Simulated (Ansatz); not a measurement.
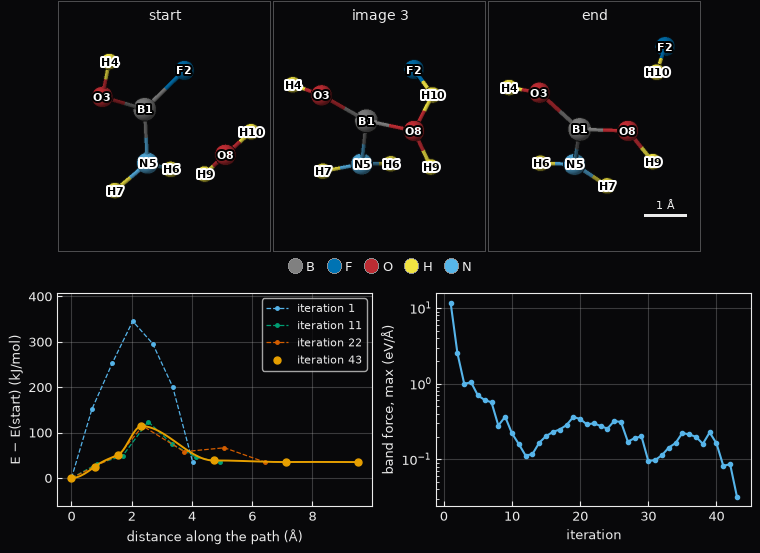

NEB run on BNH$_{5}$O$_{2}$F. Images are numbered from 0 (start) to 6 (end). The plot follows the band through its iterations. The picture is a ball-and-stick view, seen from a free direction.

Method: Ansatz, RKS revPBE-D4/def2-SVP. Run with 5 movable images; climbing image; force threshold 0.05 eV/Å; iteration limit 60; starting path through a guess of the saddle point.

Question: Did the band converge, and can the barrier be trusted?

Answer: The result is final at these settings. The band converged in 43 iterations. The largest component of the band force went from 12 to 0.032 eV/Å. The climbing image converged on the top of the path. Its vibrational analysis gives one imaginary mode (758i cm⁻¹), as a transition state must have. The first iteration put the highest image at 345.6 kJ/mol. The highest point, image 3, lies 114.6 kJ/mol above the start and 79.2 kJ/mol above the end; the end is at +35.3 kJ/mol relative to the start.

The run took 4.4 min on 2 threads of Arm Neoverse V2, with other jobs on the host, peak memory 0.12 GiB.
